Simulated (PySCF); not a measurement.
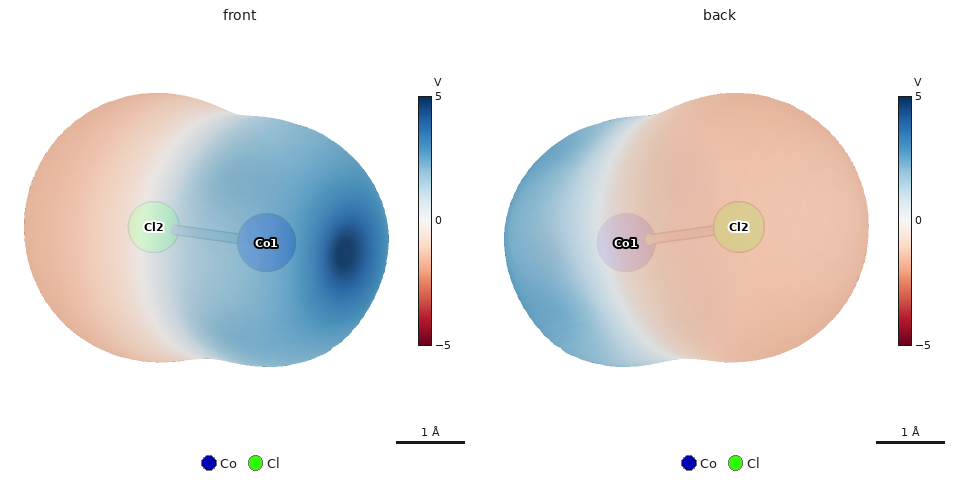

Figure. CoCl (triplet). The molecular electrostatic potential painted on the density surface at 0.002 e/bohr³, seen from the front and from behind; red is negative and blue positive.

The calculation used PySCF 2.14.0, PBE0/def2-TZVPPD, non-relativistic Hamiltonian with scalar-relativistic core potentials where named, at a bond length of 2.138 Å.

```xyz
2

Co    0.0000    0.0000   -0.7962
Cl    0.0000    0.0000    1.3418
```

Q: Describe the electrostatic potential map.

A: The most negative region (about −1.4 V, or −32 kcal/mol for a unit charge) lies over Cl2, the most positive (about +4.8 V, or +111 kcal/mol for a unit charge) over Co1.
